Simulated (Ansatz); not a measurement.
**BN (boron nitride) at 6 levels**

Wanted: a comparison of 6 runs (UHF/6-31G, U-r2SCAN/6-31G, UB3LYP/6-31G, USVWN5/6-31G, UCCSDT/6-31G, UCCSDTQ/6-31G) of BN (boron nitride). 

Program for the calculation: Ansatz 0.2.0.

69 further runs of the same task are left out: 69 set aside as unsound or not needed.

## Step 1: The structure to begin with

BN has 2 atoms, charge 0, and is taken as a triplet. SMILES: `B#N`. The N2–B1 distance was set to 3.289 Å, away from the relaxed value.

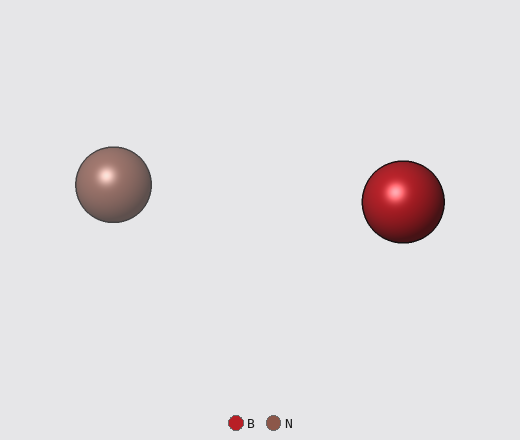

The structure, seen from a chosen angle (boron red, nitrogen brown).

## Step 2: The energy at UHF/6-31G (run 1)

molecule.yaml

```yaml
crystal:
  periodic: [false, false, false]
  atoms:
    - {symbol: B, position_ang: [-0.000000, -0.000000, -1.996750]}
    - {symbol: "N", position_ang: [0.000000, 0.000000, 1.291950]}
basis:
  gaussian:
    orbitals: 6-31G
magnetization:
  spin_polarized: true
  initial_magnetization: 2
hamiltonian:
  xc: hf
accuracy: high
```

The run is started by

```console
ansatz run molecule.yaml --threads 1 --pin off --max-ram 3480MiB --events-out events.jsonl --progress --plain --runs-dir runs
```

What it wrote:

```text
Warning: RAYON_NUM_THREADS=1 ignored (pool sized by the plan → 1); use --threads N
Functional definition: HF
  name "HF"
  exchange = exact_x
  correlation = 0
404 factors; integrals over basis functions are off by at most 3.9e-9 eV
mean field evaluation 1: about -2140.1145 eV, gradient 1.5e1 eV
mean field evaluation 2: about -2140.1162 eV, gradient 1.5e1 eV
mean field evaluation 4: about -2144.4911 eV, gradient 7.3e0 eV
mean field evaluation 8: about -2147.0935 eV, gradient 6.4e-1 eV
mean field evaluation 16: about -2147.1000 eV, gradient 1.7e-7 eV
mean field evaluation 32: about -2147.0941 eV, gradient 1.9e-1 eV
mean field evaluation 64: about -2147.0919 eV, gradient 2.8e-2 eV
mean field evaluation 96: about -2145.0957 eV, gradient 7.6e-1 eV
mean field evaluation 128: about -2145.7109 eV, gradient 7.3e0 eV
mean field -2147.10000060 eV, -78.9044696653 hartree, gradient 2.4e-8 eV, S^2 2.982943; 3 other end points of the search recorded, 0 dependent functions left out
reference -2147.10000060 eV, -78.9044696653 hartree; 7, 5 occupied and 11, 13 virtual orbitals, 404 factors
Total energy: -2147.10000060 eV, -78.9044696653 hartree
```

Run time: 0.18 s. Hardware: 1 thread of Intel Xeon 6975P-C (Granite Rapids), shared host.

## Step 3: The energy at U-r2SCAN/6-31G (run 2)

molecule.yaml

```yaml
crystal:
  periodic: [false, false, false]
  atoms:
    - {symbol: B, position_ang: [-0.000000, -0.000000, -1.996750]}
    - {symbol: "N", position_ang: [0.000000, 0.000000, 1.291950]}
basis:
  gaussian: {orbitals: 6-31G}
accuracy: high
hamiltonian: {xc: {name: r2SCAN}}
magnetization: {spin_polarized: true, initial_magnetization: 2}
```

The run is started by

```console
ansatz run molecule.yaml --threads 1 --pin off --max-ram 3480MiB --events-out events.jsonl --progress --plain --runs-dir runs
```

What it wrote:

```text
Warning: RAYON_NUM_THREADS=1 ignored (pool sized by the plan → 1); use --threads N
Functional definition: r2SCAN
  name "r2SCAN"
  parameter k0 = 0.174
  parameter k1 = 0.065
  parameter a1 = 4.9479
  exchange = r2scan_x(k0 = k0, k1 = k1, a1 = a1)
  correlation = r2scan_c
404 factors; integrals over basis functions are off by at most 3.9e-9 eV
mean field evaluation 1: about -2146.4062 eV, gradient 2.5e1 eV
mean field evaluation 2: about -1949.2753 eV, gradient 8.3e1 eV
mean field evaluation 4: about -2153.1169 eV, gradient 1.2e1 eV
mean field evaluation 8: about -2154.7952 eV, gradient 1.1e-1 eV
mean field evaluation 16: about -2154.7904 eV, gradient 7.1e-4 eV
mean field evaluation 32: about -2154.9346 eV, gradient 3.5e-4 eV
mean field evaluation 64: about -2154.7747 eV, gradient 1.4e0 eV
mean field -2154.93460863 eV, -79.1923862000 hartree, gradient 2.1e-8 eV, S^2 2.864480; 6 other end points of the search recorded, 0 dependent functions left out
reference -2154.93460954 eV, -79.1923862333 hartree; 7, 5 occupied and 11, 13 virtual orbitals, 404 factors
Total energy: -2154.93460954 eV, -79.1923862333 hartree
```

Run time: 2.6 s. Hardware: 1 thread of Intel Xeon 6975P-C (Granite Rapids), shared host; peak memory 0.15 GiB.

Runs 3 to 4 aren't shown in full; the table further down has their settings and results.

## Step 4: A single-point energy at UCCSDT/6-31G (run 5)

in.yaml

```yaml
crystal:
  periodic: [false, false, false]
  atoms:
    - symbol: B
      position_ang: [-0.000000, -0.000000, -1.996750]
    - symbol: N
      position_ang: [0.000000, 0.000000, 1.291950]
basis:
  gaussian: {orbitals: 6-31G}
scf: {omitted_lower_state_checks: [cluster_reference, increment]}
accuracy: high
correlation: {method: ccsdt, frozen_orbitals: {B: 1, "N": 1}}
magnetization: {spin_polarized: true, initial_magnetization: 2}
```

The run is started by

```console
ansatz run in.yaml --threads 1 --pin off --max-ram 3480MiB --events-out events.jsonl --progress --plain --runs-dir runs
```

What it wrote:

```text
Warning: RAYON_NUM_THREADS=1 ignored (pool sized by the plan → 1); use --threads N
[... 16 lines left out ...]
2 core orbitals not correlated: weight in the atoms' cores, before any rotation towards them, 1.000 or more for the frozen orbitals, at most 0.000 for the correlated occupied ones
[... 85 lines left out ...]
Total energy: -2149.26024006 eV, -78.9838570015 hartree
Checks for a lower state left out: cluster_reference, increment
```

Wall time 2.1 s (1 thread of Intel Xeon 6975P-C (Granite Rapids), shared host).

## Step 5: A single-point energy at UCCSDTQ/6-31G (run 6)

molecule.yaml

```yaml
crystal:
  periodic: [false, false, false]
  atoms:
    - {symbol: B, position_ang: [-0.000000, -0.000000, -1.996750]}
    - {symbol: N, position_ang: [0.000000, 0.000000, 1.291950]}
basis:
  gaussian:
    orbitals: 6-31G
magnetization:
  spin_polarized: true
  initial_magnetization: 2
correlation:
  method: ccsdtq
  frozen_orbitals: {B: 1, "N": 1}
accuracy: high
scf:
  omitted_lower_state_checks: [cluster_reference, increment]
```

The run is started by

```console
ansatz run molecule.yaml --threads 1 --pin off --max-ram 3480MiB --events-out events.jsonl --progress --plain --runs-dir runs
```

What it wrote:

```text
Warning: RAYON_NUM_THREADS=1 ignored (pool sized by the plan → 1); use --threads N
[... 16 lines left out ...]
2 core orbitals not correlated: weight in the atoms' cores, before any rotation towards them, 1.000 or more for the frozen orbitals, at most 0.000 for the correlated occupied ones
[... 83 lines left out ...]
Total energy: -2149.26313993 eV, -78.9839635696 hartree
Checks for a lower state left out: cluster_reference, increment
```

Wall time 31 s (1 thread of Intel Xeon 6975P-C (Granite Rapids), shared host); peak memory 0.28 GiB.

## Step 6: The series

```csv
run,level,frozen core orbitals,energy (Eh),⟨S²⟩,wall time
1,UHF/6-31G,–,-78.904470,2.983,0.18 s
2,U-r2SCAN/6-31G,–,-79.192386,2.864,2.6 s
3,UB3LYP/6-31G,–,-79.242793,2.861,0.64 s
4,USVWN5/6-31G,–,-78.465309,2.735,0.52 s
5,UCCSDT/6-31G,2,-78.983857,2.983,2.1 s
6,UCCSDTQ/6-31G,2,-78.983964,2.983,31 s
```

## Step 7: Summary of results

```
                                          quantity         value
                               run 6: total energy  -78.98396 Eh
run 6: correlation energy (2 core orbitals frozen)     -79.5 mEh
          run 6: ⟨S²⟩ of the reference determinant         2.983
                              run 6: T1 diagnostic         0.030
```

In words: Below the UHF energy at the same shape and in the same basis (6-31G): UCCSDT -79.4 mEh; UCCSDTQ -79.5 mEh. Totals of different functionals can't be ranked against each other. Spin contamination of the reference: run 1 ⟨S²⟩ = 2.98, run 5 ⟨S²⟩ = 2.98, run 6 ⟨S²⟩ = 2.98, run 2 ⟨S²⟩ = 2.86, run 3 ⟨S²⟩ = 2.86, run 4 ⟨S²⟩ = 2.74. Where it is this large, the reference is a mixture of spin states, and values that rest on it are in doubt. All runs together took 37 s, the longest 31 s.
